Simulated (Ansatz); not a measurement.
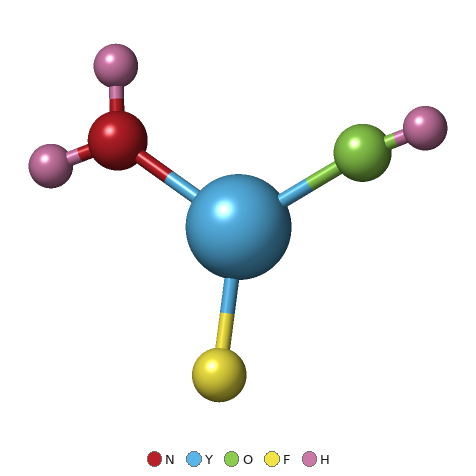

A ball-and-stick model of a molecule. Every bond is drawn as one stick, whatever its order.

Charge 0, singlet. The computed structure is the end point of a PBE0-D4/def2-TZVP optimisation.

What does the picture show?

The molecule is FH₃NOY. Its SMILES string is `[NH2][Y]([OH])[F]`. The point group is Cs. All atoms lie on one plane. Coordination, clear cases only: 1 N trigonal planar; 1 Y trigonal planar.

The parts below concern this one geometry. Atoms keep their numbers from picture to picture.

Shape

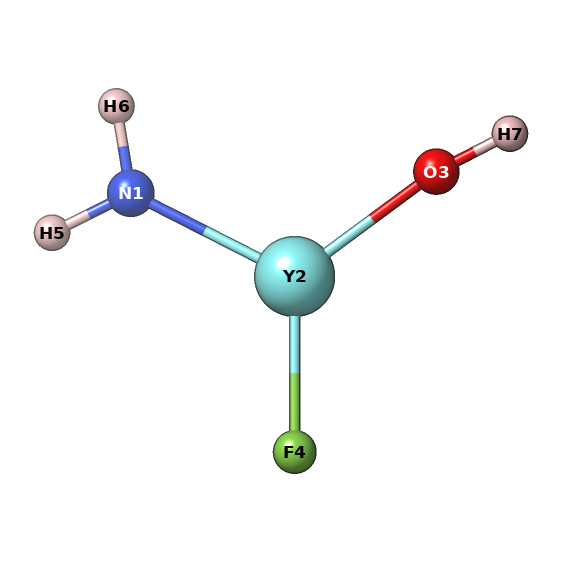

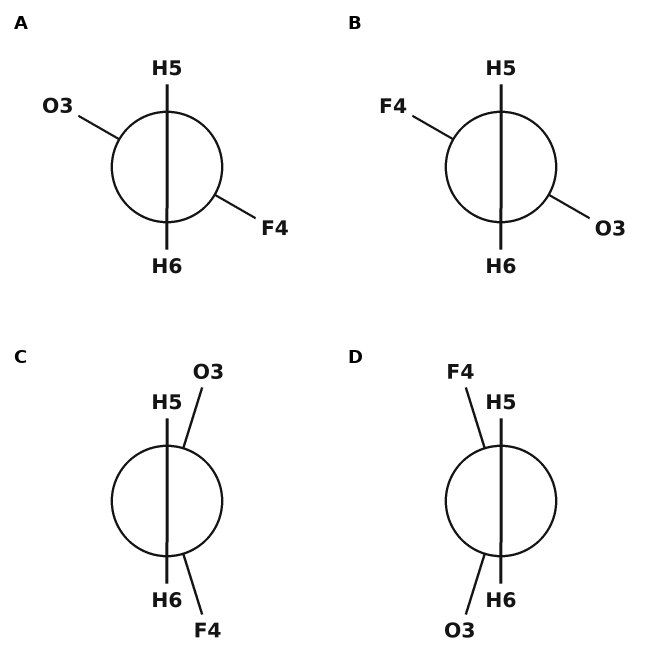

Atoms fade into the background with distance from the viewer. Bonds that would overlap in a projection are set slightly apart.

Which Newman projection shows the view along N1–Y2, with N1 in front?

Answer. D. The torsion angle H5–N1–Y2–F4 is 0°, synperiplanar (eclipsed).

Levels of theory compared

Program: Ansatz 0.2.0.

At this fixed geometry, give HOMO energy (eV) at these levels: BLYP-D4/def2-TZVPP; CAM-B3LYP-D4/def2-TZVPP; HSE06 (plane-wave form)-D4/def2-TZVPP; PBE-D4/def2-TZVPP; PBE0-D4/def2-QZVPP; PBE0-D4/def2-SVP; r2SCAN0-D4/def2-TZVPP; r2SCANh-D4/def2-TZVPP; revPBE-D4/def2-TZVPP; ωB97M-V/def2-TZVPP; ωB97X-V/def2-TZVPP.

```csv
level,HOMO energy (eV)
BLYP-D4/def2-TZVPP,−5.40
CAM-B3LYP-D4/def2-TZVPP,−8.25
HSE06 (plane-wave form)-D4/def2-TZVPP,−6.42
PBE-D4/def2-TZVPP,−5.51
PBE0-D4/def2-QZVPP,−6.86
PBE0-D4/def2-SVP,−6.63
r2SCAN0-D4/def2-TZVPP,−7.01
r2SCANh-D4/def2-TZVPP,−6.25
revPBE-D4/def2-TZVPP,−5.43
ωB97M-V/def2-TZVPP,−9.18
ωB97X-V/def2-TZVPP,−9.26
```

Charges

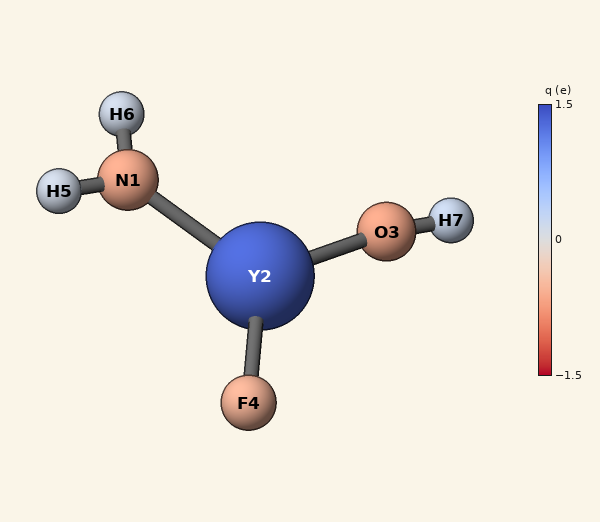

Atoms are coloured by their Mulliken charges. Properties computed with RKS r2SCAN-D4/def2-TZVPP, core potentials on Y (Ansatz 0.2.0).

Which atom carries the highest charge (most positive or least negative)?

Answer. Y2 (1.27 e).

And the lowest?

Answer. O3 (−0.62 e).

List the Mulliken charges.

```tsv
atom	value (e)
N1	−0.59
Y2	1.27
O3	−0.62
F4	−0.51
H5	0.13
H6	0.13
H7	0.19
```

Thermal motion

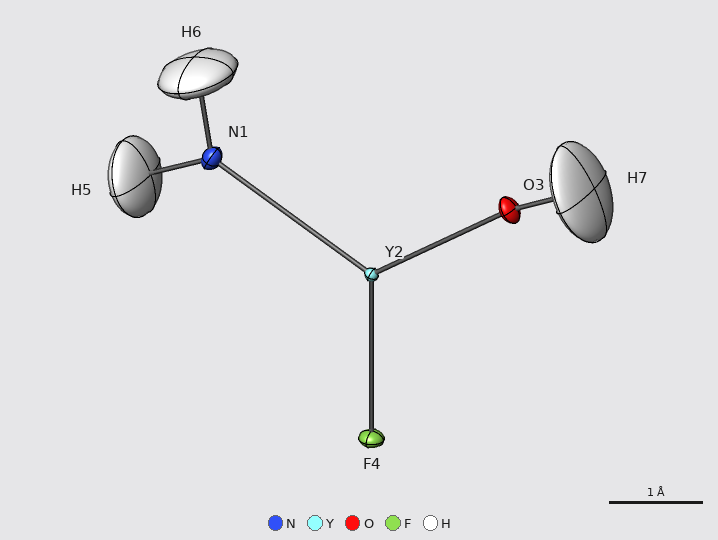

Displacement ellipsoids at the 50 % level, enlarged 1.5 times, from the internal vibrations of the free molecule (harmonic, no overall translation or rotation; no half-axis is drawn under 0.075 Å). Vibrations computed with RKS PBE0-D4/def2-TZVP, core potentials on Y (Ansatz 0.2.0). Temperature: 0 K (zero-point motion alone).

Give the displacement parameters, one line for each set of equivalent atoms.

| atom | U_eq (Å²) | rms amplitudes (Å) |
| --- | --- | --- |
| N1 | 0.0030 | 0.045, 0.057, 0.063 |
| Y2 | 0.00058 | 0.015, 0.016, 0.035 |
| O3 | 0.0033 | 0.041, 0.061, 0.067 |
| F4 | 0.0029 | 0.040, 0.060, 0.060 |
| H5 | 0.0285 | 0.086, 0.185, 0.210 |
| H6 | 0.0285 | 0.086, 0.185, 0.210 |
| H7 | 0.0385 | 0.075, 0.226, 0.242 |

Mulliken values depend strongly on the basis set and can even reverse the polarity of a bond.
